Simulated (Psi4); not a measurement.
# BH3Cl− (SMILES [BH3-]Cl): MP2/def2-TZVP (density fitting, density fitting for correlation, sweep point 3)

What is the energy change on altering one bond length of BH3Cl− at MP2/def2-TZVP (density fitting, density fitting for correlation, sweep point 3)? 

The calculation is run with Psi4 1.11.

### Step 1. Starting point

BH3Cl− has 5 atoms, charge -1, and is taken as a singlet. SMILES: `[BH3-]Cl`. Geometry: relaxed at GFN2-xTB.

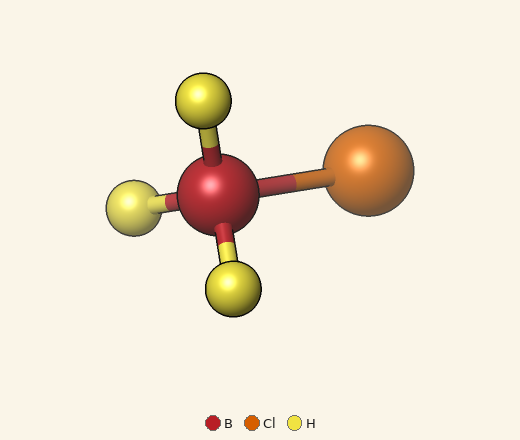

Viewed from a chosen angle; boron red, chlorine orange, hydrogen yellow.

### Step 2. A single-point energy at MP2/def2-TZVP (density fitting, density fitting for correlation, sweep point 3)

job.inp

```
memory 1.6 GB

molecule {
  -1 1
  B      0.15569454    -0.09046119     0.25687047
  Cl    -1.59844374     0.93815453    -2.63989070
  H      2.31128623    -0.48116207    -0.38374668
  H     -0.86946299    -1.98676356     1.00671380
  H      0.00094486     1.62023228     1.76007202
  units bohr
  symmetry c1
}

set puream true
set scf_type df
set num_frozen_docc 6

result, w = energy('mp2/def2-TZVP', return_wfn=True)
```

On the command line:

```console
$ psi4 -n 1 job.inp job.out
```

job.out:

```text
[...]
  Running in c1 symmetry.
[...]
  Nuclear repulsion =   42.159747981441846
[...]
  Multiplicity = 1
[...]
  Nalpha       = 13
  Nbeta        = 13
[...]
    Number of basis functions: 86
[...]
   @DF-RHF iter   1:  -485.93355514230666   -5.83077e-01   3.52523e-03 ADIIS/DIIS
[...]
   @DF-RHF iter  10:  -485.99235531263105   -1.55183e-11   7.16716e-09 DIIS
[...]
    Orbital Energies [Eh]
    ---------------------
    Doubly Occupied:
       1A   -104.569692     2A    -10.299805     3A     -7.766613
       4A     -7.765916     5A     -7.765916     6A     -7.346930
       7A     -0.841154     8A     -0.473093     9A     -0.280090
      10A     -0.279903    11A     -0.256407    12A     -0.180623
      13A     -0.180481
[...]
  @DF-RHF Final Energy:  -485.99235531263105
   => Energetics <=
    Nuclear Repulsion Energy =             42.1597479814418463
    One-Electron Energy =                -760.2909614534785305
    Two-Electron Energy =                 232.1388581594056859
    Total Energy =                       -485.9923553126310480
[...]
 Multipole Moments:
 ------------------------------------------------------------------------------------
     Multipole            Electronic (a.u.)      Nuclear  (a.u.)        Total (a.u.)
 ------------------------------------------------------------------------------------
 L = 1.  Multiply by 2.5417464519 to convert [e a0] to [Debye]
 Dipole X            :         -2.5085810            1.9486359           -0.5599451
 Dipole Y            :          1.4735788           -1.1446960            0.3288829
 Dipole Z            :         -4.1433834            3.2185326           -0.9248508
 Magnitude           :                                                    1.1300670
[...]
```

Run time: 2.1 s. Hardware: 1 thread of Intel Xeon Platinum 8488C (Sapphire Rapids), shared host; peak memory 0.21 GiB.

### Step 3. The distorted shape, same level

bclh3.inp

```
memory 1.6 GB

molecule m {
  -1 1
  B      1.03273155    -0.60475015     1.70519815
  Cl    -1.59844374     0.93815453    -2.63989070
  H      3.18832324    -0.99545103     1.06458099
  H      0.00757402    -2.50105253     2.45504147
  H      0.87798188     1.10594332     3.20839969
  units au
  symmetry c1
}

set basis def2-TZVP
set puream true
set scf_type df
set num_frozen_docc 6

energy_value, wavefunction = energy("mp2", return_wfn=True)
```

On the command line:

```console
$ psi4 bclh3.inp bclh3.out -n 1
```

bclh3.out:

```text
[...]
  Running in c1 symmetry.
[...]
  Nuclear repulsion =   31.402341662255587
[...]
  Multiplicity = 1
[...]
  Nalpha       = 13
  Nbeta        = 13
[...]
    Number of basis functions: 86
[...]
   @DF-RHF iter   1:  -485.92216627308693   -1.06546e+00   3.32533e-03 ADIIS/DIIS
[...]
   @DF-RHF iter  10:  -485.96719664770944   -2.32490e-11   8.76854e-09 DIIS
[...]
    Orbital Energies [Eh]
    ---------------------
    Doubly Occupied:
       1A   -104.533603     2A    -10.259928     3A     -7.726476
       4A     -7.726273     5A     -7.726273     6A     -7.441417
       7A     -0.766380     8A     -0.523359     9A     -0.302402
      10A     -0.302071    11A     -0.186822    12A     -0.180550
      13A     -0.180548
[...]
  @DF-RHF Final Energy:  -485.96719664770944
   => Energetics <=
    Nuclear Repulsion Energy =             31.4023416622555871
    One-Electron Energy =                -739.0268751552841877
    Two-Electron Energy =                 221.6573368453190938
    Total Energy =                       -485.9671966477094998
[...]
 Multipole Moments:
 ------------------------------------------------------------------------------------
     Multipole            Electronic (a.u.)      Nuclear  (a.u.)        Total (a.u.)
 ------------------------------------------------------------------------------------
 L = 1.  Multiply by 2.5417464519 to convert [e a0] to [Debye]
 Dipole X            :         -2.6220246            2.6859230            0.0638984
 Dipole Y            :          1.5399836           -1.5770365           -0.0370528
 Dipole Z            :         -4.3306454            4.4360790            0.1054336
 Magnitude           :                                                    0.1287330
[...]
```

Run time: 2 s. Hardware: 1 thread of Intel Xeon Platinum 8488C (Sapphire Rapids), shared host; peak memory 0.21 GiB.

### Step 4. Results

Level: MP2/def2-TZVP (density fitting, density fitting for correlation, sweep point 3), 6 core orbitals frozen.

| quantity | value |
| --- | --- |
| first shape: total energy | -486.32059 Eh |
| first shape: HOMO energy (Hartree–Fock orbitals) | -4.91 eV |
| first shape: LUMO energy (Hartree–Fock orbitals) | 8.49 eV |
| first shape: HOMO–LUMO gap (to an unbound level, set by the basis) | 13.40 eV |
| first shape: correlation energy (6 core orbitals frozen) | -328.2 mEh |
| distorted shape: total energy | -486.27948 Eh |
| distorted shape: HOMO energy (Hartree–Fock orbitals) | -4.91 eV |
| distorted shape: LUMO energy (Hartree–Fock orbitals) | 6.68 eV |
| distorted shape: HOMO–LUMO gap (to an unbound level, set by the basis) | 11.59 eV |
| distorted shape: correlation energy (6 core orbitals frozen) | -312.3 mEh |
| energy change with the B1–Cl2 bond stretched from 1.873 to 2.809 Å | 1.119 eV |

What this shows: With the B1–Cl2 bond stretched from 1.873 to 2.809 Å the energy rises by 1.12 eV (26 kcal/mol). The first shape isn't relaxed at this level, so the change isn't measured from a minimum.
